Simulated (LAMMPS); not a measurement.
An MD run on a melt made from Al (fcc), 4000 atoms, at 840 K and 0 GPa, brought to that temperature within a few picoseconds.

Level of theory: classical MD, pair style eam/alloy, file AlCu.eam.alloy, run in LAMMPS.

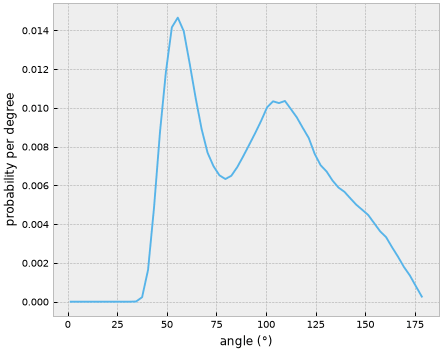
*Probability per degree against angle (°)*

Read from the full data:
- state found: liquid
- most common Al-Al-Al angle: in the 3° bin centred on 55.5° (mean of all 96°)
